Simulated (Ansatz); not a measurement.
System: MgCd$_{3}$O$_{4}$.

```
Mg Cd O
1.0
     3.30768    0.00000    0.00000
     0.00000    3.30768    0.00000
     0.00000    0.00000    9.33048
Mg Cd O
1 3 4
Direct
  0.00000 0.00000 0.00000
  0.50000 0.50000 0.24330
  0.00000 0.00000 0.50000
  0.50000 0.50000 0.75670
  0.00000 0.00000 0.23225
  0.50000 0.50000 0.50000
  0.00000 0.00000 0.76775
  0.50000 0.50000 0.00000
```

Space group P4/mmm; a structure generated by program, which may or may not match a known phase.

Level of theory: DFT PBE, scalar-relativistic, plane waves, PAW in Ansatz 0.2.0.

What will maps of the valence pseudo-density and electron localisation function show?

Answer. Mg–O (2.17 Å): ρ at the midpoint is about 0.3 e/Å³; the ELF peaks at about 0.85 in the valence shell of O, 0.6 Å from its nucleus, and is about 0.35 at the midpoint.
Cd–O (2.50 Å): the density is about 0.26 e/Å³ at the midpoint; the ELF is about 0.10 at the midpoint: no localised pair shows between them.

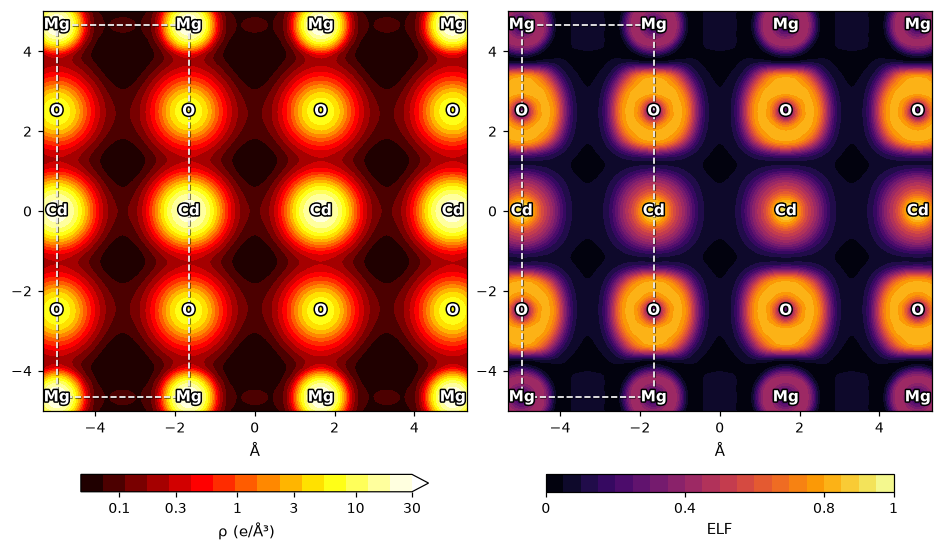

Computed valence pseudo-density and electron localisation function on the (100) plane of the conventional cell, in this order. 

Core electrons are frozen (PAW), and the valence fields are smoothed inside the atomic spheres.
